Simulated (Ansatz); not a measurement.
**Resistivity from frozen vibrations: Ag(111) with 4 thermally displaced layers, 2x2**

Aim: the resistivity of Ag at 500 K from frozen thermal displacements between perfect leads. The measured value for the pure metal at this temperature is 2.87 µΩ cm (CRC Handbook of Chemistry and Physics, 84th ed., 2003, Electrical Resistivity of Pure Metals).

Program: Ansatz 0.2.0. Level of theory: Ansatz plane-wave DFT, PBE, PAW files; ballistic transport by layer matching (Landauer), zero bias; PAW set soft_1. Results are calculated unless marked as measured.

## 1. The starting structure

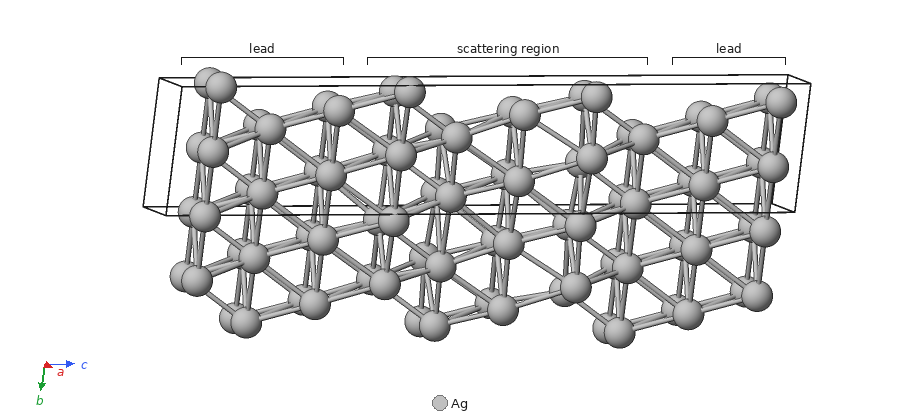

Start, viewed from the side, with the c axis across the page; silver light grey. 1×2×1 cells are drawn.

The cell holds 40 atoms: 40 Ag. Its edges and angles: a = 5.779 Å, b = 5.779 Å, c = 23.651 Å, α = 93.5°, β = 86.5°, γ = 120.0°. It derives from Ag. Regions: lead, 24 atoms (24 Ag); scattering region, 16 atoms (16 Ag). The structure is stacked along c, and the current runs across the ab planes.

## 2. With 4 displaced layers

Each atom of 4 layers is moved at random, by amounts drawn from a normal law 0.1158 Å wide in each direction from the Debye model (225 K) at 500 K. The layers about the cell's end stay perfect and serve as the lead. Disorder leaves little or no symmetry, which makes such runs dear. Energies from -0.05 to 0.05 eV in steps of 0.05 eV are too few for the program's thermal sum, so it prints no conductance; for a metal the transmission near the Fermi level serves, at a fraction of the cost.

The input, input.yaml:

```yaml
crystal:
  lattice:
    - [5.7787594586, 0.0, 0.0]
    - [-2.8893797293, 5.0045524935, 0.0]
    - [1.4446898646, -0.8340920822, 23.5916866996]
  atoms:
    - { symbol: Ag, position: [0.9916666667, 0.0083333333, 0.05] }
    - { symbol: Ag, position: [0.9916666667, 0.5083333333, 0.05] }
    - { symbol: Ag, position: [0.4916666667, 0.0083333333, 0.05] }
    - { symbol: Ag, position: [0.4916666667, 0.5083333333, 0.05] }
    - { symbol: Ag, position: [0.1416666667, 0.3583333333, 0.15] }
    - { symbol: Ag, position: [0.1416666667, 0.8583333333, 0.15] }
    - { symbol: Ag, position: [0.6416666667, 0.3583333333, 0.15] }
    - { symbol: Ag, position: [0.6416666667, 0.8583333333, 0.15] }
    - { symbol: Ag, position: [0.2916666667, 0.2083333333, 0.25] }
    - { symbol: Ag, position: [0.2916666667, 0.7083333333, 0.25] }
    - { symbol: Ag, position: [0.7916666667, 0.2083333333, 0.25] }
    - { symbol: Ag, position: [0.7916666667, 0.7083333333, 0.25] }
    - { symbol: Ag, position: [0.9421336797, 0.0558014631, 0.3531423099] }
    - { symbol: Ag, position: [0.9372772166, 0.5462389898, 0.3517742091] }
    - { symbol: Ag, position: [0.479315832, 0.0796638445, 0.3465470394] }
    - { symbol: Ag, position: [0.4090768002, 0.5439507757, 0.3502027708] }
    - { symbol: Ag, position: [0.0435820791, 0.4022538087, 0.4438867898] }
    - { symbol: Ag, position: [0.0709627811, 0.8954859497, 0.4484480357] }
    - { symbol: Ag, position: [0.6120739062, 0.43234158, 0.4493693294] }
    - { symbol: Ag, position: [0.6110581145, 0.8932348194, 0.4517247259] }
    - { symbol: Ag, position: [0.261459512, 0.2598998287, 0.5463519326] }
    - { symbol: Ag, position: [0.2177297393, 0.7479261933, 0.5510804135] }
    - { symbol: Ag, position: [0.7191539068, 0.253364888, 0.5492187436] }
    - { symbol: Ag, position: [0.7546923682, 0.7635890169, 0.5517436784] }
    - { symbol: Ag, position: [0.8764296084, 0.1059764785, 0.6538466688] }
    - { symbol: Ag, position: [0.9057827176, 0.5804491595, 0.657428247] }
    - { symbol: Ag, position: [0.4274457614, 0.126621348, 0.651297583] }
    - { symbol: Ag, position: [0.4006374059, 0.6436604256, 0.6596182405] }
    - { symbol: Ag, position: [0.0416666667, 0.4583333333, 0.75] }
    - { symbol: Ag, position: [0.0416666667, 0.9583333333, 0.75] }
    - { symbol: Ag, position: [0.5416666667, 0.4583333333, 0.75] }
    - { symbol: Ag, position: [0.5416666667, 0.9583333333, 0.75] }
    - { symbol: Ag, position: [0.1916666667, 0.3083333333, 0.85] }
    - { symbol: Ag, position: [0.1916666667, 0.8083333333, 0.85] }
    - { symbol: Ag, position: [0.6916666667, 0.3083333333, 0.85] }
    - { symbol: Ag, position: [0.6916666667, 0.8083333333, 0.85] }
    - { symbol: Ag, position: [0.8416666667, 0.1583333333, 0.95] }
    - { symbol: Ag, position: [0.8416666667, 0.6583333333, 0.95] }
    - { symbol: Ag, position: [0.3416666667, 0.1583333333, 0.95] }
    - { symbol: Ag, position: [0.3416666667, 0.6583333333, 0.95] }
kpoints:
  mp_grid: { grid: [4, 4, 1] }
hamiltonian:
  xc: pbe
  pseudopotentials: { kind: paw, azcp: { folder: soft_1 } }
scf:
  occupations: { method: fermi_dirac, width: 0.1 }
output:
  transmission: { leads: [[0, 4]], kmesh: [8, 8], e_range: [-0.05, 0.05], de: 0.05 }
  write_potential: true
  write_density: true
  volumetric_format: npy
  elf: true
```

Command:

```
> ansatz run input.yaml --threads 4 --pin off --max-ram 15360MiB --backend cpu --events-out ev --progress --plain --runs-dir out
```

Numbers of over 12 decimals in the logs are rounded to 6 here.

Log:

```text
Engine: ansatz 0.2.0, x86_64-unknown-linux-gnu
Pseudopotentials: kind: paw
Pseudopotential: Ag, paw, valence charge 19, recommended cutoff 420 eV (normal), soft_1/Ag.paw.azcp
Functional definition: PBE
  parameter kappa = 0.804
  parameter beta = 0.066725
  exchange = pbe_x(kappa = kappa, mu = beta*pi^2/3)
  correlation = pbe_c(beta = beta)
Crystal: 40 atoms, lattice volume = 682.274 Å³
Basis set: ecut = 420 eV, 13363 PW (Γ)
Bands: 456, of which v1, the nominal top of the filled ones, is band 380 counted from 1 (379 counted from 0)
Symmetry: 1 space group operations
Space group: P1 (ITA 1), of the structure as read, at distance tolerance 8.8e-5 Å
k-points: 10 of 16 (time reversal used)
Non-local potential: Ag, projectors of the file, l = 0: 3, l = 1: 2, l = 2: 2, l = 3: 1
PAW form: soft (Blöchl's): semilocal exchange-correlation on the pseudo side does not see the compensation charge
PAW one-centre angular grid: Ag, 590 points (default); XC on 64 Gauss nodes
Initial density: superposition of atomic densities (chi_scale 0.1, normalization cell)
Initial wavefunctions: pseudopotential atomic-orbital guess
Functional: x = pbe(κ = 0.804, μ = 0.219515), c = pbe(β = 0.066725)
SCF iter   1: F=—  HF=-303631.447319 eV  |F-HF|=—  |Δ(HF+E_count)|=         —  Δρ=7.04e-2  dr2=3.62e1  ethr=3.10e-3  ⟨swp⟩=4.0  Hψ=13558  notcnv=0  defer=89
preconditioner: auto → Kerker (q_TF=auto, 2.778 Å⁻¹)  [metal: Δε(μ)=0.036 eV  Ē_g=10.276 eV  σ=0.100 eV  W_gap=0.09  n_scr=260 (ndim 8)  ℏωp=29.8 eV  f_vac=0.000  D(μ)=14.12/eV (n_scr^D=80)]
SCF iter   2: F=—  HF=-303622.921633 eV  |F-HF|=—  |Δ(HF+E_count)|=    8.53e0  Δρ=2.48e-2  dr2=4.56e0  ethr=3.10e-3  ⟨swp⟩=2.3  Hψ=7397  notcnv=0  defer=540
SCF iter   3: F=—  HF=-303621.779190 eV  |F-HF|=—  |Δ(HF+E_count)|=    1.14e0  Δρ=9.64e-3  dr2=5.36e-1  ethr=6.00e-4  ⟨swp⟩=2.1  Hψ=6382  notcnv=0  defer=540
SCF iter   4: F=—  HF=-303621.765738 eV  |F-HF|=—  |Δ(HF+E_count)|=   1.35e-2  Δρ=2.22e-3  dr2=2.43e-2  ethr=7.05e-5  ⟨swp⟩=2.4  Hψ=7481  notcnv=0  defer=540
SCF iter   5: F=—  HF=-303621.772703 eV  |F-HF|=—  |Δ(HF+E_count)|=   6.97e-3  Δρ=4.02e-4  dr2=1.46e-3  ethr=3.19e-6  ⟨swp⟩=2.0  Hψ=6211  notcnv=0  defer=540
SCF iter   6: F=—  HF=-303621.773094 eV  |F-HF|=—  |Δ(HF+E_count)|=   3.91e-4  Δρ=2.46e-4  dr2=1.04e-3  ethr=1.92e-7  ⟨swp⟩=2.0  Hψ=7808  notcnv=0  defer=540
SCF iter   7: F=—  HF=-303621.773057 eV  |F-HF|=—  |Δ(HF+E_count)|=   3.76e-5  Δρ=5.51e-5  dr2=6.31e-5  ethr=1.37e-7  ⟨swp⟩=2.0  Hψ=5590  notcnv=0  defer=540
SCF iter   8: F=—  HF=-303621.773274 eV  |F-HF|=—  |Δ(HF+E_count)|=   2.17e-4  Δρ=2.16e-5  dr2=8.37e-6  ethr=8.30e-9  ⟨swp⟩=1.0  Hψ=4020  notcnv=0  defer=540
SCF iter   9: F=—  HF=-303621.773274 eV  |F-HF|=—  |Δ(HF+E_count)|=   2.07e-7  Δρ=5.66e-6  dr2=1.26e-6  ethr=1.10e-9  ⟨swp⟩=3.0  Hψ=6612  notcnv=0  defer=540
SCF iter  10: F=—  HF=-303621.773274 eV  |F-HF|=—  |Δ(HF+E_count)|=   1.73e-8  Δρ=3.55e-6  dr2=2.68e-7  ethr=1.65e-10  ⟨swp⟩=1.0  Hψ=4020  notcnv=0  defer=540
SCF iter  11: F=-303621.773274 eV  HF=-303621.773274 eV  |F-HF|=4.04e-8  |Δ(HF+E_count)|=   1.23e-8  Δρ=1.51e-6  dr2=4.36e-8  ethr=1.32e-11  ⟨swp⟩=7.6  Hψ=16152  notcnv=0
SCF 1 converged in 11 iterations: F = -303621.773274 eV  dr2 = 4.36e-8
  greatest PAW one-centre occupation: 1.001 electrons in one spin orbital (limit 2), on the Ag atom at site 28 (counted from 0), in its partial waves of l = 0
transmission: 108 of 1020 steps passed
transmission: 207 of 1020 steps passed
[...]
transmission: 1020 of 1020 steps passed
SCF converged after 11 iterations
Free energy (F): -303621.773274 eV
Harris-Foulkes:  -303621.773274 eV  (|F-HF|=4.04e-8)
Internal energy: -303621.342966 eV  (E = F + TS)
E sigma→0 (E₀):  -303621.558120 eV
Entropy (-TS):   -0.430308 eV (-10.758 meV/atom)
Fermi energy:    17.237129 eV
--- Per-component energies (eV) ---
  E_band       = -9465.962637
  E_kinetic    = 18724.449748
  E_local      = -84263.367914  (includes V_loc(G=0)·N_el)
  E_nonlocal   = 1268.329122
  E_hartree    = 41436.766824
  E_xc         = -6371.943337
  E_vxc        = -8066.442297  (∫ρ·V_xc dr)
  E_paw        = -158214.539845  (= ΣΔE_a)
  E_vpaw       = -20002.463010  (= ΣTr[D̂ρ^β])
  E_aug_tail   = 0.015003  (compensation charges beyond the density's cutoff)
  E_ewald      = -116201.052569
  E_smearing   = -0.430308  (= −TS)
  E_closure    = 0.000000  (closes the sum)
  Σ components = -303621.773274   (vs F -303621.773274, Δ=0.00e0)
--- Band table (eV; the first three rows and the last of 10) ---
  k-point 0: bands = [... 376 lower, 17.3926, 17.6780, 17.7166, 17.7389, 17.7807, 18.0088, 18.0505, 18.2196, ... 72 higher]
  k-point 1: bands = [... 376 lower, 16.8205, 16.8601, 16.9681, 17.0924, 17.1503, 17.2948, 17.5481, 17.7283, ... 72 higher]
  k-point 2: bands = [... 376 lower, 16.7750, 16.8117, 16.9637, 17.0188, 17.3030, 17.3692, 17.5761, 17.6552, ... 72 higher]
  k-point 9: bands = [... 376 lower, 16.8352, 16.8562, 16.8697, 16.9067, 17.5076, 17.5631, 17.6105, 17.6576, ... 72 higher]
--- Transmission ---
  basis      : 253 plane waves across, 30 finite elements along
  points     : 34, standing for a mesh of 8 x 8
  energies   : 3 from -0.050000 to 0.050000 eV about the Fermi level, 0.050000 eV apart; the leads are filled to 0.000000 eV, and channels, transmission and decay are at 0.000000 eV
  crystal 0  : Ag4, at the sites [0, 4], period 2.3592 Å, over 14.16 Å; its Hamiltonian steps by up to 11.0 meV
    offset         : up to 0.0000 Å between an atom of the period and one for which it stands
    channels       : 3.234375e0 a spin
    conductance    : none, the energies end too early or step too widely for 300 K: set another output.transmission.e_range or a lower de, or, where they end at an eighth of basis.ecutwfc, a higher one
  junction   : crystal 0 to crystal 0, 0.70 to 21.93 Å
    transmission   : 3.120371e0 a spin
    conductance    : none, the energies end too early or step too widely for 300 K: set another output.transmission.e_range or a lower de, or, where they end at an eighth of basis.ecutwfc, a higher one
```

Elapsed: 4.2 min, on 4 threads of Intel Xeon Platinum 8488C (Sapphire Rapids), shared host; peak memory 6.2 GiB; 14 min of CPU time.

Numbers from this step:

```
free energy                                    : -303621.7733 eV
energy at zero smearing                        : -303621.5581 eV
Fermi energy                                   : 17.24 eV
cell area                                      : 28.92 Å²
transmission per spin nearest the Fermi level  : 3.120
open channels per spin nearest the Fermi level : 3.234
step of the lead's potential                   : 11 meV
```

Per spin. The transmission, zone mean by energy, zero at the Fermi level:

| energy (eV) | transmission, zone mean |
| --- | --- |
| -0.0500 | 3.11 |
| 0.0000 | 3.12 |
| 0.0500 | 3.12 |

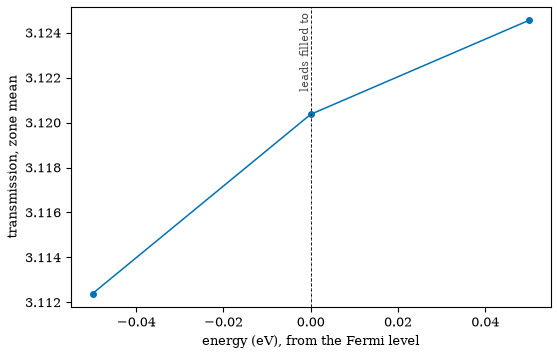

Transmission, zone mean, plotted against energy.

Per spin. The open channels, zone mean, lead stays at 3.23 for energy from -0.05 to 0.05 eV.

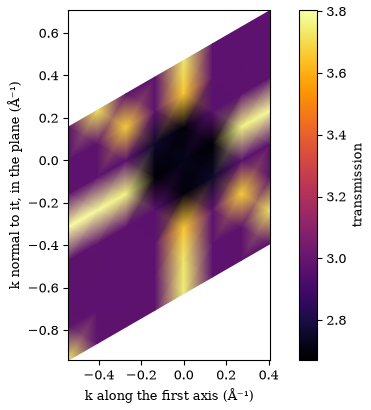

Transmission over k1 and k2. At 0.0000 eV from the Fermi level.

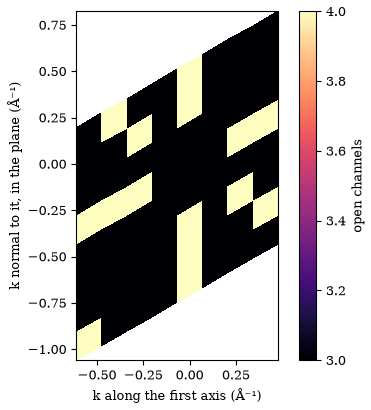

Open channels over k1 and k2. At 0.0000 eV from the Fermi level.

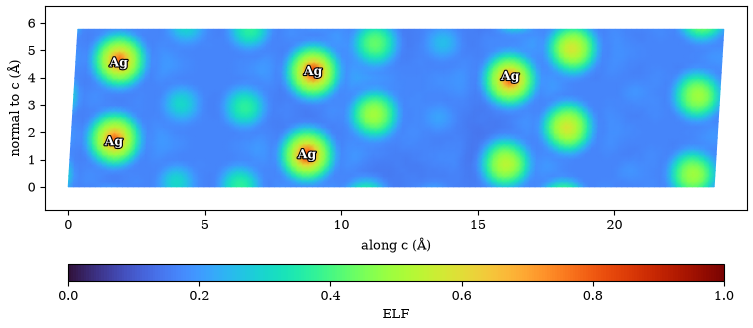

ELF in the ca plane at fractional y = 0.544, with atoms of Ag within 0.2 Å of it. It is the smooth field of the valence electrons, not physical close to the nuclei. The map starts off the cell's origin, so that atoms lie inside it.

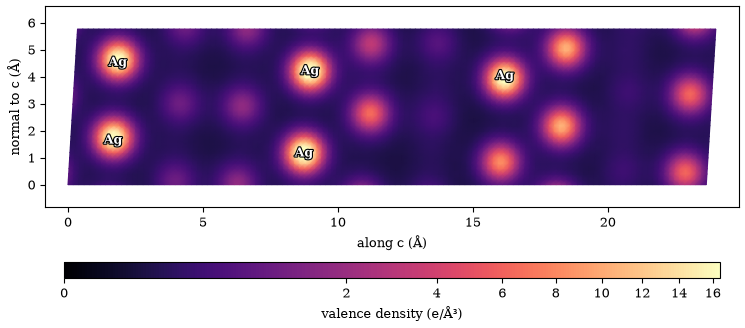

Valence density in the ca plane at fractional y = 0.544, with atoms of Ag within 0.2 Å of it. It is the smooth field of the valence electrons, not physical close to the nuclei. The map starts off the cell's origin, so that atoms lie inside it. The colour scale is stretched toward low values.

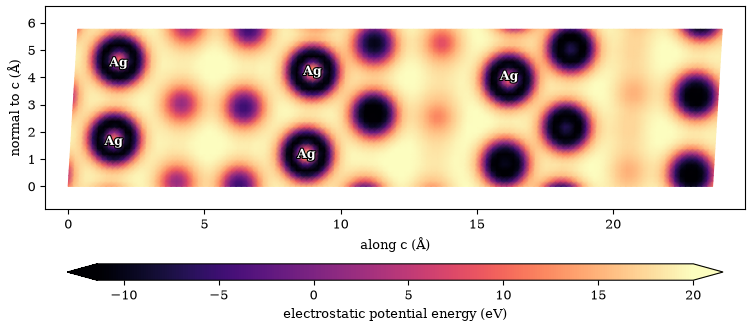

Electrostatic potential energy in the ca plane at fractional y = 0.544, with atoms of Ag within 0.2 Å of it. With pseudopotentials it is smooth inside the atoms' cores, unlike the true potential. The map starts off the cell's origin, so that atoms lie inside it.

Over the solved energies the transmission per spin lies between 3.11 and 3.12, out of 3.23 channels of the lead on average (up to 3.23).

(Continued in part 2 of 2.)

[Logs are printed without paths, hosts, clocks, repeated set-up lines and the standing remarks that a program may print on its own settings, such as how far it seeks lower states.]

[Hosts, paths, dates, database ids (printed as entryN), source tags and the programs' standing remarks are cut or masked in the printed files.]
